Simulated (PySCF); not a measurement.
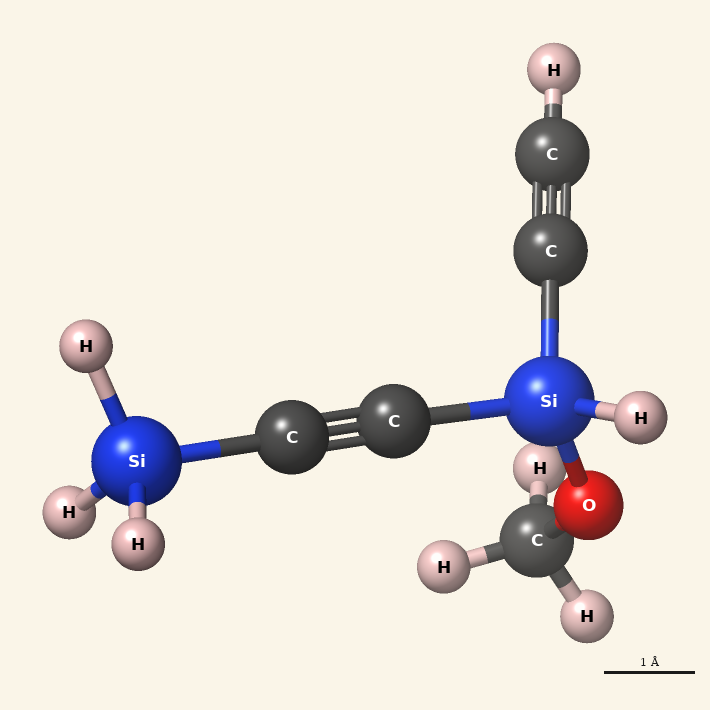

Ball-and-stick drawing of a structure.

Computed geometry: GFN2-xTB optimisation. No frequency run is at hand to confirm it as a minimum.

> Give the formula.

C5H8OSi2, 16 atoms: 5 carbon, 8 hydrogen, 1 oxygen and 2 silicon.

> Count the bonded pairs by element.

4 C–H, 4 Si–H, 3 C–Si, 2 C–C, 1 O–Si, 1 C–O.

> Give the symmetry (Schoenflies symbol).

C1.

The parts below concern this one geometry. Atoms keep their numbers from picture to picture.

### Electronic properties

No frequency run is at hand to confirm it as a minimum. Level of theory: PBE0/def2-SVPD, gas phase (PySCF 2.14.0). Excitations: vertical, linear response.

What does the calculation give?

- dipole moment: 1.46 D
- HOMO energy (Kohn–Sham orbital): −8.13 eV
- LUMO energy (Kohn–Sham orbital): −1.08 eV
- HOMO–LUMO gap: 7.05 eV
- mean static polarisability: 113.5 bohr³
- lowest vertical singlet excitation: 5.41 eV
- its oscillator strength: 0.001

### NMR shielding

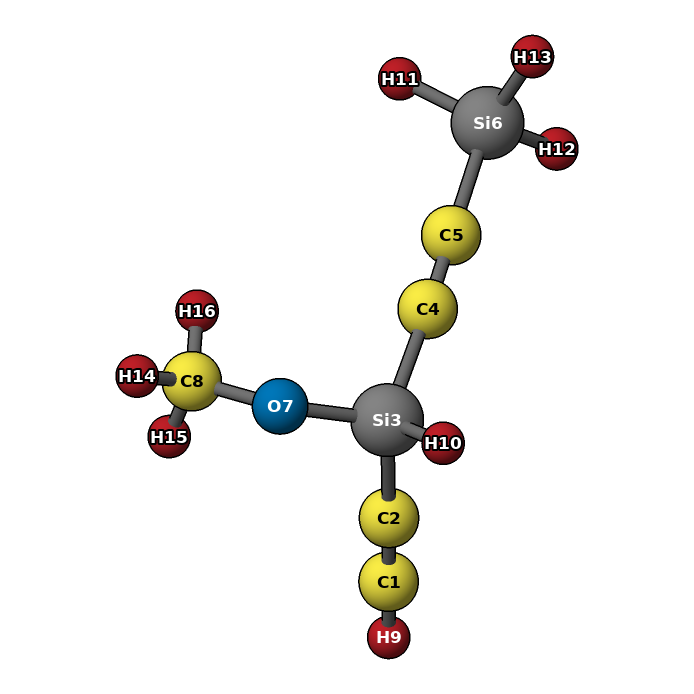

No frequency run is at hand to confirm it as a minimum. Properties computed with GIAO PBE0/pcSseg-1 NMR shielding, non-relativistic, gas phase (PySCF 2.14.0). Principal shieldings σ11 ≤ σ22 ≤ σ33, span Ω = σ33 − σ11, skew κ = 3(σiso − σ22)/Ω.

Give the shielding tensors of the O atoms.

```
atom    σ11    σ22    σ33   σiso     Ω      κ
  O7  259.9  332.8  359.3  317.3  99.4  −0.47
```

Shieldings and span in ppm.

### Quadrupole coupling

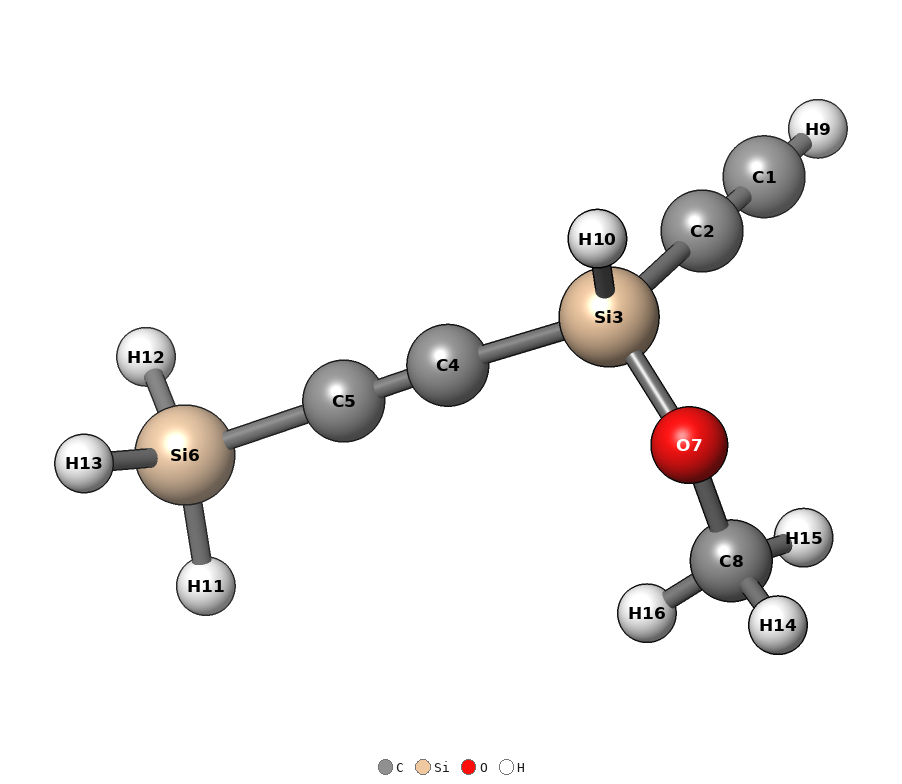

No frequency run is at hand to confirm it as a minimum. Electric field gradients from the ground-state density, PBE0/pcSseg-1 (PySCF 2.14.0), non-relativistic apart from any core potentials.

Give the largest field-gradient component, the quadrupole coupling constant and the asymmetry for 17O at O7 (Q = −25.6 mb), 2H at H9 (Q = 2.86 mb), 2H at H10 (Q = 2.86 mb), 2H at H11 (Q = 2.86 mb), 2H at H12 (Q = 2.86 mb).

| atom | V_zz (a.u.) | e²qQ/h (MHz) | η |
| --- | --- | --- | --- |
| O7 | 1.693 | −10.18 | 0.36 |
| H9 | 0.386 | 0.259 | 0.01 |
| H10 | 0.164 | 0.110 | 0.01 |
| H11 | 0.159 | 0.107 | 0.01 |
| H12 | 0.160 | 0.107 | 0.01 |

### Charges

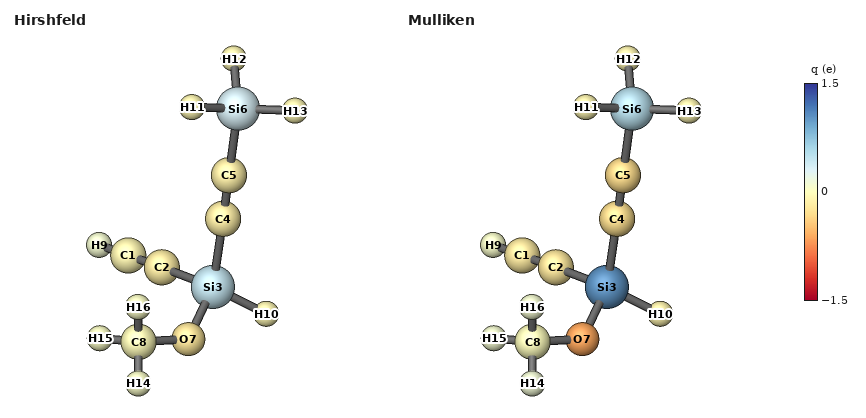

Atomic charges of one calculation by 2 schemes, on one colour scale. No frequency run is at hand to confirm it as a minimum. Level of theory: PBE0/pcSseg-1 (PySCF 2.14.0).

> Which scheme gives the most polar picture (largest mean size of the charges)?

The Mulliken charges are the largest in size here.

> On which atom do the schemes disagree most?

On Si3 (from 0.45 to 1.03 e).

List the charges (e), one line for each set of equivalent atoms.

```json
{"atom": "C1", "Hirshfeld": "−0.08", "Mulliken": "−0.18"}
{"atom": "C2", "Hirshfeld": "−0.16", "Mulliken": "−0.21"}
{"atom": "Si3", "Hirshfeld": "0.45", "Mulliken": "1.03"}
{"atom": "C4", "Hirshfeld": "−0.15", "Mulliken": "−0.29"}
{"atom": "C5", "Hirshfeld": "−0.14", "Mulliken": "−0.31"}
{"atom": "Si6", "Hirshfeld": "0.35", "Mulliken": "0.53"}
{"atom": "O7", "Hirshfeld": "−0.22", "Mulliken": "−0.62"}
{"atom": "C8", "Hirshfeld": "−0.03", "Mulliken": "−0.01"}
{"atom": "H9", "Hirshfeld": "0.10", "Mulliken": "0.07"}
{"atom": "H10", "Hirshfeld": "−0.06", "Mulliken": "−0.10"}
{"atom": "H11", "Hirshfeld": "−0.07", "Mulliken": "−0.08"}
{"atom": "H12", "Hirshfeld": "−0.06", "Mulliken": "−0.08"}
{"atom": "H13", "Hirshfeld": "−0.06", "Mulliken": "−0.08"}
{"atom": "H14", "Hirshfeld": "0.05", "Mulliken": "0.12"}
{"atom": "H15", "Hirshfeld": "0.04", "Mulliken": "0.10"}
{"atom": "H16", "Hirshfeld": "0.04", "Mulliken": "0.10"}
```

Mulliken values depend strongly on the basis set and can even reverse the polarity of a bond. The geometry is semi-empirical. Around Si such bond lengths and angles can be off by a tenth of an ångström or more and by several degrees, and values that hang on the shape move with them.
